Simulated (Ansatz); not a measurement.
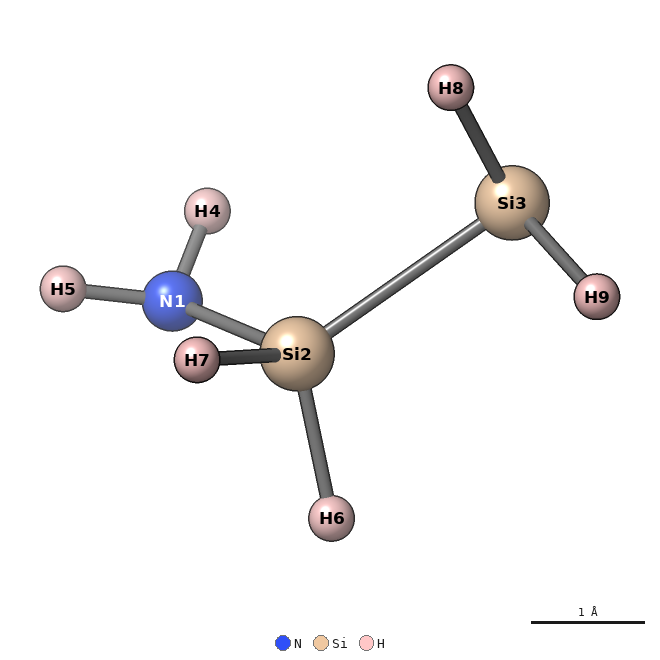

Orthographic view. Atoms fade into the background with distance from the viewer. State: charge −1, singlet. Computed geometry: PBE0-D4/def2-TZVPD optimisation. No frequency run is at hand to confirm it as a minimum.

Give the geometry as a Z-matrix, atoms in numerical order, with these reference atoms: 2 to 1; 3 to 2, 1; 4 to 1, 2, 3; 5 to 1, 4, 2; 6 to 2, 1, 5; 7 to 2, 6, 1; 8 to 3, 2, 6; 9 to 3, 8, 2.

```
N  
Si   1   1.773
Si   2   2.344   1   109.7
H    1   1.010   2   113.4   3    -4.3
H    1   1.009   4   109.7   2   133.5
H    2   1.514   1   106.7   5   103.6
H    2   1.518   6   101.0   1   107.8
H    3   1.536   2    94.1   6  -148.0
H    3   1.534   8    95.7   2   -94.3
```
